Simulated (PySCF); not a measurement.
**Al$_{2}$Cl$_{7}$: one change and its effect**

System: Al$_{2}$Cl$_{7}$, charge −1, SMILES [Cl][Al-]([Cl])([Cl])[Cl+][Al-]([Cl])([Cl])[Cl].
Method of run 1: GIAO PBE/pcSseg-2 NMR shielding, non-relativistic, gas phase (PySCF 2.14.0).

The geometry comes from this level: PBE0-D3(BJ)/def2-SVP. Text and figures count atoms from 1; the logs count them from 0 in places.

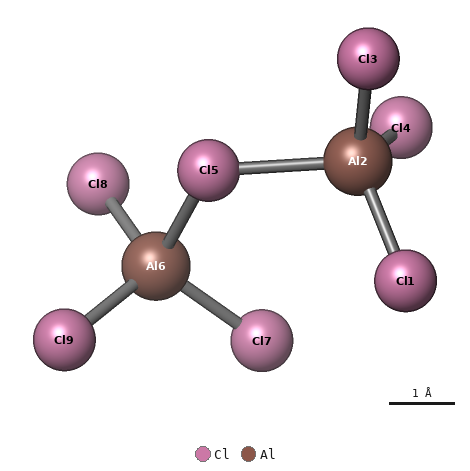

The structure (ball-and-stick view, seen at a tilt; atoms are numbered from 1 in the order of the input). Sticks mark near contacts. Bond lengths as drawn: Al–Cl 2.12 to 2.31 Å.

**Input, run 1**
```
{"job": {"kind": "nmr", "xc": "PBE", "basis": "pcSseg-2", "pop": false}, "charge": -1, "multiplicity": 1}
Cl     2.356738    -0.259803    -1.781992
Al     1.887256     0.420770     0.171358
Cl     3.353507    -0.165682     1.604374
Cl     1.305628     2.455930     0.309606
Cl     0.099888    -0.808368     0.951305
Al    -1.892005    -0.451684    -0.132657
Cl    -1.485643     0.702279    -1.859732
Cl    -3.085294     0.536344     1.328121
Cl    -2.540595    -2.433016    -0.571074
```

The first line tells a small driver script what to run in PySCF; the rest is the geometry in Å.

Hardware: 8 threads of Intel Xeon @ 2.10GHz (Emerald Rapids), 189 GiB of memory available, shared host.

**Output (run 1)**
```
coarse grid: 14616 points
cycle   1  E = -3705.3632839640  dE =  4.430e-01  |g| = 6.355e-01  |ddm| = 2.831e+00
cycle   2  E = -3705.2953911985  dE =  6.789e-02  |g| = 8.817e-01  |ddm| = 1.447e+00
cycle   3  E = -3705.4675267661  dE = -1.721e-01  |g| = 1.418e-01  |ddm| = 8.213e-01
cycle   4  E = -3705.4708775029  dE = -3.351e-03  |g| = 7.783e-02  |ddm| = 1.957e-01
cycle   5  E = -3705.4724363291  dE = -1.559e-03  |g| = 3.698e-03  |ddm| = 7.160e-02
cycle   6  E = -3705.4724380668  dE = -1.738e-06  |g| = 2.063e-03  |ddm| = 4.471e-03
final grid: 106008 points
cycle   7  E = -3705.5173539527  dE = -1.360e-04  |g| = 1.129e-02  |ddm| = 2.315e-02
cycle   8  E = -3705.5173532275  dE =  7.252e-07  |g| = 7.709e-03  |ddm| = 1.068e-02
cycle   9  E = -3705.5173606556  dE = -7.428e-06  |g| = 2.128e-03  |ddm| = 7.405e-03
cycle  10  E = -3705.5173616899  dE = -1.034e-06  |g| = 3.863e-04  |ddm| = 2.049e-03
cycle  11  E = -3705.5173617230  dE = -3.309e-08  |g| = 9.000e-05  |ddm| = 4.193e-04
cycle  12  E = -3705.5173617245  dE = -1.584e-09  |g| = 3.404e-05  |ddm| = 9.215e-05
cycle  13  E = -3705.5173617248  dE = -2.838e-10  |g| = 1.031e-05  |ddm| = 3.711e-05
converged SCF energy = -3705.5173617248

GIAO shielding tensors (ppm)
atom      isotropic    diamagn.    paramagn.     s11        s22        s33       span
  0 Cl     897.185    1149.243    -252.058    829.776    836.429   1025.349    195.574
  1 Al     436.977     791.974    -354.996    385.293    453.811    471.828     86.534
  2 Cl     896.994    1148.154    -251.160    823.687    837.160   1030.134    206.447
  3 Cl     895.636    1149.501    -253.866    826.581    837.930   1022.396    195.815
  4 Cl     795.797    1151.954    -356.157    710.704    764.722    911.964    201.260
  5 Al     436.702     792.235    -355.533    385.199    459.512    465.395     80.196
  6 Cl     888.836    1150.225    -261.390    820.286    840.341   1005.880    185.595
  7 Cl     899.143    1148.661    -249.518    829.513    838.354   1029.562    200.049
  8 Cl     898.619    1148.437    -249.818    829.105    837.108   1029.642    200.537
```

The input of run 2 differs as follows (lines with − go, lines with + come):
```diff
-"xc": "PBE"
+"xc": "PBE0"
```

What does this change do to the results?

The total energies belong to different methods, so their difference says nothing on which is more stable or more accurate. The HOMO goes from −4.07 to −5.48 eV. The LUMO goes from 2.16 to 3.04 eV. Of all shieldings, the largest change is that of Cl5, by +36.0 ppm. The functional changes from PBE to PBE0. Exact exchange removes part of the self-interaction error of semilocal functionals, which pushes filled and empty levels apart. The SCF takes 12 iterations against 13. On the same kind of shared host run 2 took about 1.7 times as long.

**Output (run 2)**
```
coarse grid: 14616 points
cycle   1  E = -3705.6956868130  dE =  4.513e-01  |g| = 5.635e-01  |ddm| = 2.751e+00
cycle   2  E = -3705.6969966650  dE = -1.310e-03  |g| = 6.164e-01  |ddm| = 1.101e+00
cycle   3  E = -3705.7800059915  dE = -8.301e-02  |g| = 8.291e-02  |ddm| = 5.590e-01
cycle   4  E = -3705.7812547066  dE = -1.249e-03  |g| = 3.670e-02  |ddm| = 9.859e-02
cycle   5  E = -3705.7815640935  dE = -3.094e-04  |g| = 2.080e-03  |ddm| = 3.205e-02
cycle   6  E = -3705.7815648958  dE = -8.022e-07  |g| = 1.057e-03  |ddm| = 2.572e-03
final grid: 106008 points
cycle   7  E = -3705.8173986556  dE = -9.349e-05  |g| = 9.332e-03  |ddm| = 1.964e-02
cycle   8  E = -3705.8174008736  dE = -2.218e-06  |g| = 5.239e-03  |ddm| = 7.585e-03
cycle   9  E = -3705.8174038639  dE = -2.990e-06  |g| = 8.677e-04  |ddm| = 4.082e-03
cycle  10  E = -3705.8174040256  dE = -1.617e-07  |g| = 2.179e-04  |ddm| = 8.782e-04
cycle  11  E = -3705.8174040365  dE = -1.095e-08  |g| = 3.582e-05  |ddm| = 2.108e-04
cycle  12  E = -3705.8174040368  dE = -2.510e-10  |g| = 9.315e-06  |ddm| = 3.035e-05
converged SCF energy = -3705.8174040368

GIAO shielding tensors (ppm)
atom      isotropic    diamagn.    paramagn.     s11        s22        s33       span
  0 Cl     925.495    1149.186    -223.691    865.096    871.100   1040.290    175.194
  1 Al     451.780     791.130    -339.350    401.521    468.403    485.416     83.895
  2 Cl     925.148    1148.111    -222.963    859.077    871.481   1044.886    185.808
  3 Cl     924.146    1149.441    -225.295    862.383    872.465   1037.590    175.207
  4 Cl     831.806    1151.960    -320.153    753.517    802.693    939.209    185.692
  5 Al     451.530     791.380    -339.850    401.597    473.291    479.702     78.105
  6 Cl     918.061    1150.154    -232.092    856.911    874.706   1022.567    165.655
  7 Cl     927.000    1148.604    -221.604    864.038    872.659   1044.302    180.264
  8 Cl     926.490    1148.383    -221.893    863.610    871.550   1044.310    180.700
```

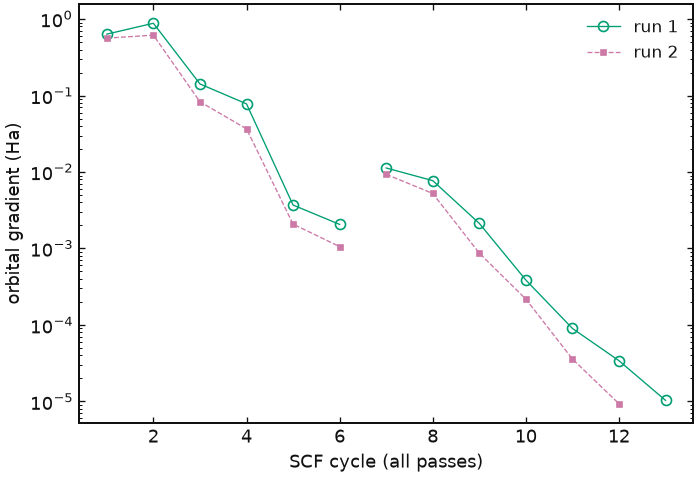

Convergence of the two runs: orbital gradient against the SCF cycle. A break in a curve parts two SCF passes (coarse and final grid). Run 1 takes 13 cycles in all, and run 2 takes 12.

**The two runs side by side**

| quantity | run 1 | run 2 |
| --- | --- | --- |
| outcome | converged | converged |
| total energy (hartree) | −3705.517362 | −3705.817404 |
| HOMO (eV) | −4.07 | −5.48 |
| LUMO (eV) | 2.16 | 3.04 |
| shielding of Cl1 (ppm) | 897.2 | 925.5 |
| shielding of Cl3 (ppm) | 897.0 | 925.1 |
| shielding of Cl4 (ppm) | 895.6 | 924.1 |
| shielding of Cl5 (ppm) | 795.8 | 831.8 |
| shielding of Cl7 (ppm) | 888.8 | 918.1 |
| shielding of Cl8 (ppm) | 899.1 | 927.0 |
| shielding of Cl9 (ppm) | 898.6 | 926.5 |
| SCF iterations | 13 | 12 |
| basis functions | 387 | 387 |
| wall time (shared host) | 90 s | 2.6 min |
